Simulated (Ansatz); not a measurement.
# C$_{2}$H$_{5}$FS$_{2}$ (SMILES CC(F)SS): what the fields show

Input file:

```
crystal:
  periodic: [false, false, false]
  atoms:
    - {symbol: C, position_ang: [-0.540923, 0.073234, 1.081849]}
    - {symbol: C, position_ang: [0.200154, -0.805060, 0.114819]}
    - {symbol: F, position_ang: [1.557718, -0.649035, 0.309394]}
    - {symbol: S, position_ang: [-0.218634, -0.570339, -1.630825]}
    - {symbol: S, position_ang: [-0.018591, 1.435223, -1.928983]}
    - {symbol: H, position_ang: [-0.347049, 1.124331, 0.863811]}
    - {symbol: H, position_ang: [-1.613373, -0.111539, 1.012379]}
    - {symbol: H, position_ang: [-0.205937, -0.144516, 2.097885]}
    - {symbol: H, position_ang: [-0.033629, -1.866071, 0.268040]}
    - {symbol: H, position_ang: [1.303465, 1.462673, -2.185471]}
basis:
  gaussian: {orbitals: def2-TZVPP}
hamiltonian: {xc: pbe0, dispersion: d4}
output: {orbitals: {seedname: orbitals}}
```

Run with:

```sh
ansatz run in.yaml --threads 4 --pin off --events-out ev --progress --plain --max-ram 10444MiB
```

Geometry: PBE0-D4/def2-TZVP.

Level of theory: RKS PBE0-D4/def2-TZVPP (Ansatz).

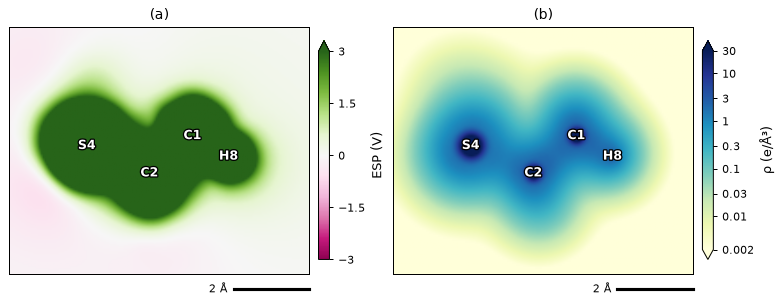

Figure 1. (a) electrostatic potential; (b) electron density on the plane of atoms C2, C1 and H8.

### Describe what can be read from this map.

- The section cuts through C, S and H sites.
- C–C (1.50 Å): ρ at the midpoint is about 1.8 e/Å³.
- C–S (1.81 Å): ρ is about 1.3 e/Å³ halfway.
- C–H (1.09 Å): ρ at the midpoint is about 2 e/Å³.
- Outside the dense part of the molecule the potential is most negative (−0.6 V) near S4.

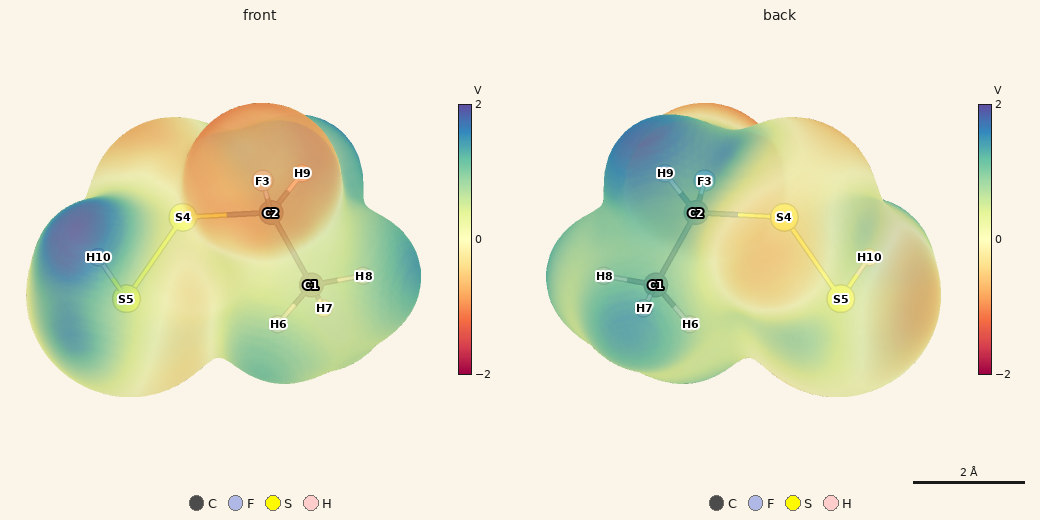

Figure 2. The electrostatic potential painted on the density surface at 0.004 e/bohr³, seen from the front and from behind; red is negative and blue positive.

### Where is the surface potential most negative and most positive?

The most negative region (about −0.9 V) lies over F3, the most positive (about +1.8 V) over H9 and H10.

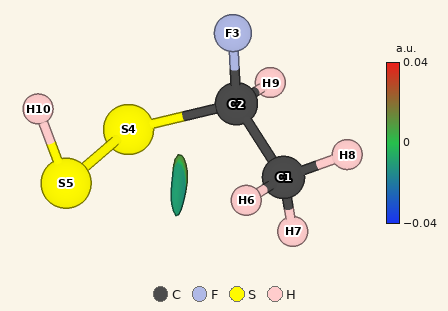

Figure 3. Non-covalent interaction (NCI) plot: the surface where the reduced density gradient is 0.5, for densities under 0.05 a.u., coloured by sign(λ₂)ρ; seen at a tilt.

### Which non-covalent interactions does the plot reveal?

Between H6 and C1 on one side and S5 and S4 on the other: a weak contact, attractive (blue-green) on one side and crowded (olive to red) on the other.
